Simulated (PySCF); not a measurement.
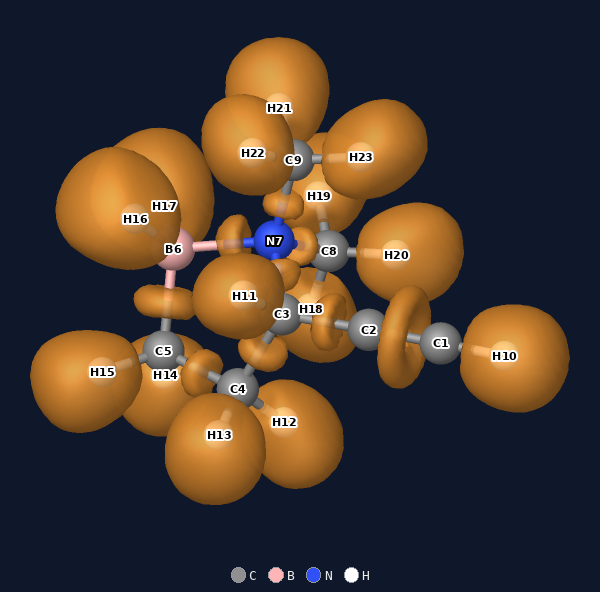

The picture shows: C7H14BN. Isosurface of the electron localisation function at 0.85 (orange), seen at a tilt. Only the valence region is drawn (cores and ρ < 0.01 e/Å³ removed).

Geometry: PBE0-D3(BJ)/def2-SVP.

Level of theory: CAM-B3LYP/def2-SVPD, SCF density, gas phase in PySCF 2.14.0.

```xyz
23

C     2.7545    2.0549    0.0364
C     2.0803    1.0673    0.2291
C     1.2784   -0.1291    0.4567
C     1.6577   -1.3547   -0.3882
C     0.4322   -2.2896   -0.3699
B    -0.7506   -1.4650    0.3922
N    -0.1882    0.0840    0.2375
C    -0.4721    0.5940   -1.1142
C    -0.7622    0.9893    1.2390
H     3.3624    2.9248   -0.1325
H     1.3558   -0.4079    1.5202
H     1.9208   -1.0236   -1.4052
H     2.5732   -1.7991    0.0304
H     0.1707   -2.5840   -1.3991
H     0.6597   -3.2236    0.1651
H    -0.7628   -1.6539    1.6074
H    -1.8762   -1.4847   -0.0914
H    -0.1214   -0.1259   -1.8619
H    -1.5580    0.6983   -1.2199
H     0.0212    1.5648   -1.2741
H    -1.8512    1.0127    1.1065
H    -0.5415    0.5991    2.2398
H    -0.3485    2.0039    1.1293
```

Q: Identify the bonds, lone pairs and shells in this picture.

A: The ELF exceeds this value in one region between bonded B–C atoms (shared pairs), one region between bonded B–N atoms (shared pairs), four regions between bonded C–C atoms (shared pairs), three regions between bonded C–N atoms (shared pairs) and 14 regions around hydrogen nuclei.

Values along the shortest contacts:
C–C (1.21 Å): the ELF peaks at about 0.80 between the atoms; a short, multiple covalent bond. C–N (1.47 Å): the ELF peaks at about 0.95 between the atoms (a covalent bond).
